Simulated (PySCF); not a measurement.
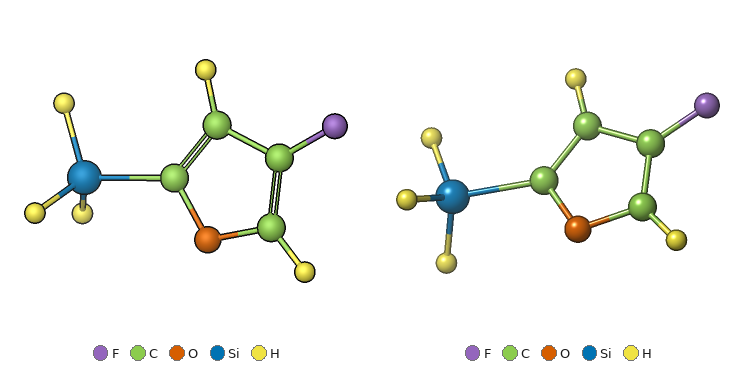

The same structure drawn twice, from different directions.

The computed structure is the end point of a PBE0-D3(BJ)/def2-SVP optimisation. No frequency run is at hand to confirm it as a minimum.

What is the molecular formula?

C₄H₅FOSi, 12 atoms: 4 carbon, 5 hydrogen, 1 fluorine, 1 oxygen and 1 silicon.

How many bonds of each kind are drawn?

3 C–C, 3 Si–H, 2 C–O, 2 C–H, 1 C–F, 1 C–Si.

Describe its rings.

Independent rings (smallest set): 1 of 5 members, 1 of them aromatic.

More results for the same structure follow; atom numbers are the same in all pictures, views and colours differ.

Geometry

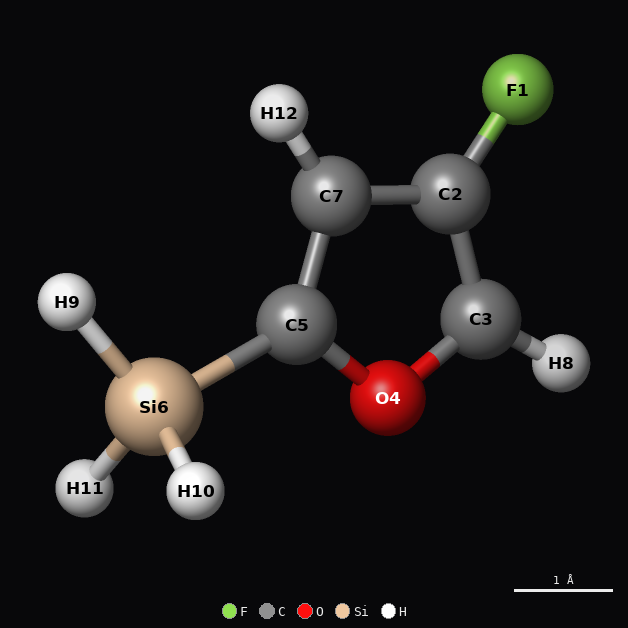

The atoms are numbered. No frequency run is at hand to confirm it as a minimum.

Describe the coordination of atom 4.

O4 has 2 neighbours (C3 at 1.35, C5 at 1.36 Å); the arrangement is bent.

How are the neighbours of atom 3 arranged?

C3 has 3 neighbours (C2 at 1.36, O4 at 1.35, H8 at 1.09 Å); the arrangement is trigonal planar.

Describe the coordination of atom 7.

C7 has 3 neighbours (C2 at 1.42, C5 at 1.37, H12 at 1.09 Å); the arrangement is trigonal planar.

Describe the coordination of atom 2.

C2 has 3 neighbours (F1 at 1.32, C3 at 1.36, C7 at 1.42 Å); the arrangement is trigonal planar.

Which bond is the longest?

C5–Si6, 1.869 Å.

What is the dihedral angle C7–C2–C3–O4?

0° in size, that is syn (eclipsed).

Quadrupole coupling

No frequency run is at hand to confirm it as a minimum. Electric field gradients from the ground-state density, PBE0/def2-SVP (PySCF 2.14.0), non-relativistic apart from any core potentials.

Give the largest field-gradient component, the quadrupole coupling constant and the asymmetry for 17O at O4 (Q = −25.6 mb).

```
atom  V_zz (a.u.)  e²qQ/h (MHz)     η
  O4        1.401         −8.43  0.05
```

Charges

The questions are on IAO charges. No frequency run is at hand to confirm it as a minimum. Method: PBE0/def2-TZVP, gas phase (PySCF 2.14.0).

Give the IAO charges atom by atom.

```json
{"atom": "F1", "value (e)": "−0.26"}
{"atom": "C2", "value (e)": "0.24"}
{"atom": "C3", "value (e)": "−0.04"}
{"atom": "O4", "value (e)": "−0.23"}
{"atom": "C5", "value (e)": "−0.12"}
{"atom": "Si6", "value (e)": "0.62"}
{"atom": "C7", "value (e)": "−0.24"}
{"atom": "H8", "value (e)": "0.18"}
{"atom": "H9", "value (e)": "−0.11"}
{"atom": "H10", "value (e)": "−0.12"}
{"atom": "H11", "value (e)": "−0.11"}
{"atom": "H12", "value (e)": "0.18"}
```

Ring current

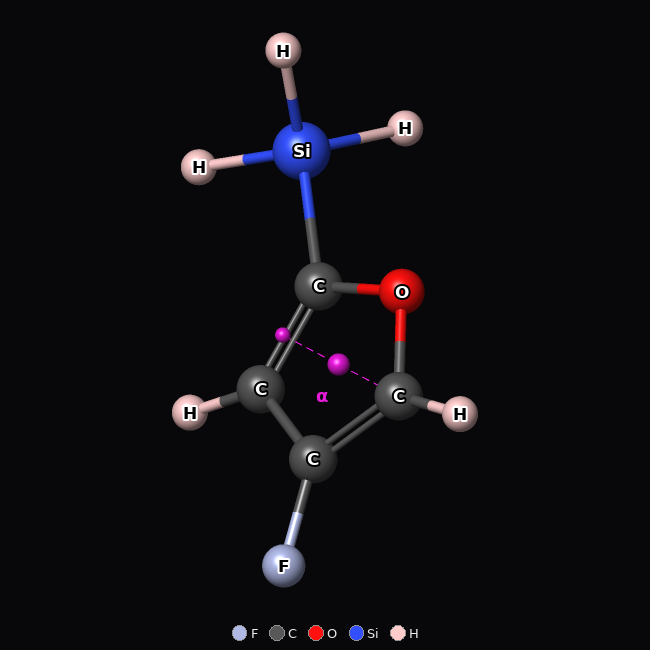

The small points mark where nucleus-independent chemical shifts (NICS) were computed: at the centre of each lettered ring and 1 Å above and below it. No frequency run is at hand to confirm it as a minimum. Level of theory: GIAO PBE0/pcSseg-0 NMR shielding, non-relativistic, gas phase (PySCF 2.14.0).

Give NICS(0), NICS(1) and the out-of-plane component NICS(1)zz for each ring (means of the two sides).

```
ring  members  NICS(0)  NICS(1)  NICS(1)zz
   α      C4O    −12.2    −10.8      −23.7
```

Values in ppm.

What do the values say about the ring currents?

Ring α: diatropic, as in an aromatic ring. NICS is one index among several.

NMR shielding

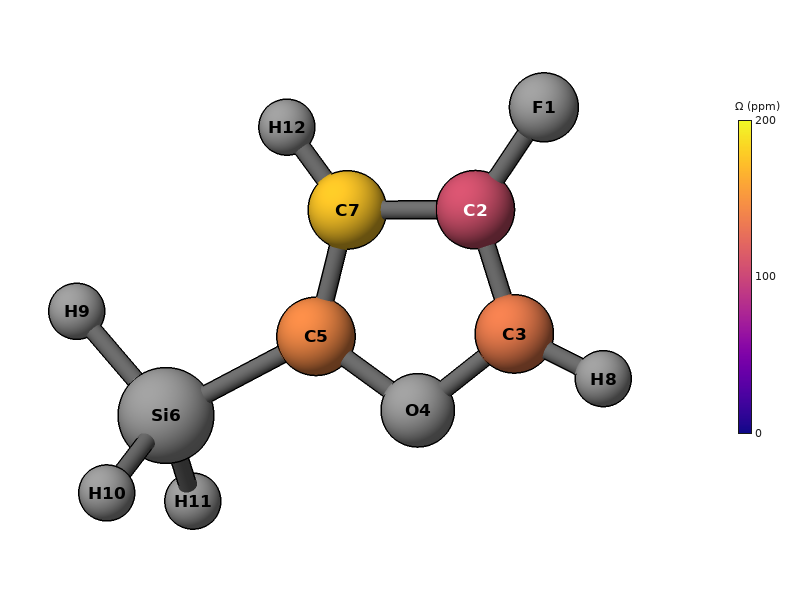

The C atoms are coloured by the span of their shielding tensor. No frequency run is at hand to confirm it as a minimum. Level of theory: GIAO PBE0/pcSseg-0 NMR shielding, non-relativistic, gas phase (PySCF 2.14.0). Principal shieldings σ11 ≤ σ22 ≤ σ33, span Ω = σ33 − σ11, skew κ = 3(σiso − σ22)/Ω.

Which C atom has the most anisotropic shielding?

C7, with a span of 176 ppm.

Give the shielding tensors of the C atoms.

| atom | σ11 | σ22 | σ33 | σiso | Ω | κ |
| --- | --- | --- | --- | --- | --- | --- |
| C2 | −33.3 | 28.0 | 74.9 | 23.2 | 108.2 | −0.13 |
| C3 | −17.8 | 34.2 | 119.0 | 45.1 | 136.8 | 0.24 |
| C5 | −32.7 | 29.3 | 111.5 | 36.0 | 144.3 | 0.14 |
| C7 | −23.0 | 63.1 | 153.0 | 64.4 | 176.1 | 0.02 |

Shieldings and span in ppm.
